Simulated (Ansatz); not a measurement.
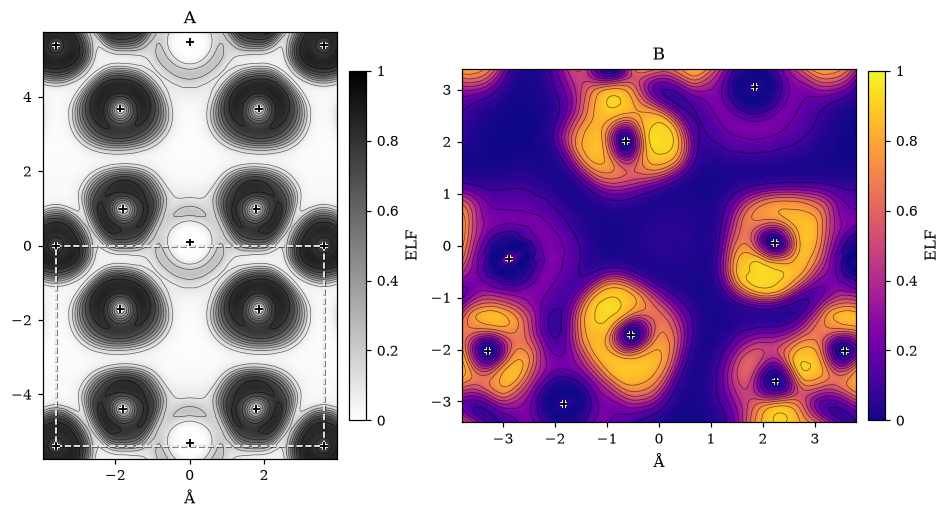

The ELF of 2 systems, each on a plane through atoms (crosses mark nuclei in the plane).

Method: Ansatz, DFT, r2SCAN, plane waves, PAW.

System 1: GeC₂N₄, the (010) plane of the conventional cell. Space group Pm; a structure from a database of computed crystals, not necessarily the ambient phase; started from the beta-nitride host prototype, which need not be the ambient phase.

System 2: HfSn₃O₈, the (100) plane of the conventional cell. Space group Pmm2; a structure from a database of computed crystals, not necessarily the ambient phase; started from the tetragonal host prototype, which need not be the ambient phase.

```
CELL_PARAMETERS angstrom
3.51742 0.00000 0.00000
0.00000 7.20556 0.00000
0.00000 0.00000 5.38209
ATOMIC_POSITIONS crystal
Sn 0.50000 0.24814 0.49540
Hf 0.00000 0.00000 0.99606
O 0.50000 0.00000 0.31238
O 0.00000 0.25116 0.17966
O 0.00000 0.24126 0.68022
O 0.50000 0.00000 0.81774
Sn 0.50000 0.75186 0.49540
Sn 0.00000 0.50000 0.01135
O 0.50000 0.50000 0.32672
O 0.00000 0.74884 0.17966
O 0.00000 0.75874 0.68022
O 0.50000 0.50000 0.82520
```

### Which map belongs to which system?

Panel A is system 2, HfSn₃O₈: the plane holds Hf, O and Sn. Sn–O (2.01 Å): the ELF peaks at about 0.80 in the valence shell of O, 0.6 Å from its nucleus, and is about 0.25 at the midpoint (no shared electron pair shows on this line). Panel B is system 1, GeC₂N₄: the plane holds Ge, C and N. C–N (1.46 Å): the ELF peaks at about 0.90 between the atoms, as expected for a shared electron pair.
